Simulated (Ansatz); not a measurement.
## Abstraction of F: C2H3FSi + C2H2F → C2H3Si + C2H2F2

Species: C2H3FSi `C#C[SiH2]F`, singlet; C2H2F `C=[C]F`, doublet; C2H3Si `C#C[SiH2]`, doublet; C2H2F2 (vinylidene fluoride) `C=C(F)F`, singlet. A radical takes F: the energy is the difference in strength between the Si–F bond broken and the C–F bond made.

Shapes, held fixed at every level: PBE0-D4/def2-TZVP. Programs: Ansatz 0.2.0. The zero-point and thermal change to 298 K, harmonic and unscaled (PBE0-D4/def2-TZVP), is +0.9 kJ/mol.

```json
{"level": "HF/def2-SVP", "kind": "Hartree–Fock", "ΔH(298 K) (kJ/mol)": "+95.4"}
{"level": "PBE-D4/def2-TZVPP", "kind": "GGA", "ΔH(298 K) (kJ/mol)": "+63.8"}
{"level": "r2SCAN-D4/def2-TZVPP", "kind": "meta-GGA", "ΔH(298 K) (kJ/mol)": "+82.0"}
{"level": "B3LYP-D4/def2-TZVPP", "kind": "global hybrid", "ΔH(298 K) (kJ/mol)": "+86.5"}
{"level": "PBE0-D4/def2-TZVPP", "kind": "global hybrid", "ΔH(298 K) (kJ/mol)": "+71.2"}
{"level": "wB97M-V/def2-TZVPP", "kind": "range-separated hybrid", "ΔH(298 K) (kJ/mol)": "+85.9"}
{"level": "B2PLYP/def2-TZVPP", "kind": "double hybrid", "ΔH(298 K) (kJ/mol)": "+93.1"}
```

B2PLYP/def2-TZVPP gives ΔH(298 K) = +93.1 kJ/mol; the levels span +63.8 to +95.4. The median of the levels is +85.9. No measured value is set beside it here. Spin contamination: C2H2F (⟨S²⟩ up to 0.93), C2H3Si (⟨S²⟩ up to 0.85). Open shells run unrestricted.

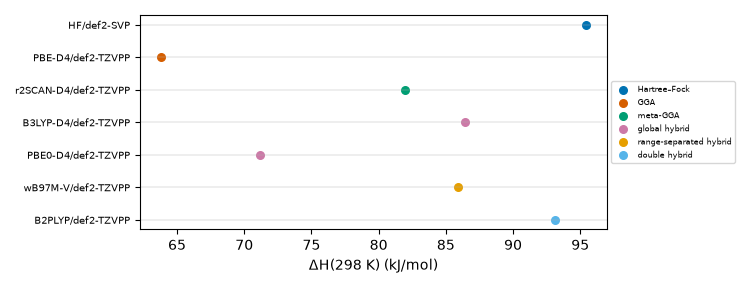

The values of the table, level by level.
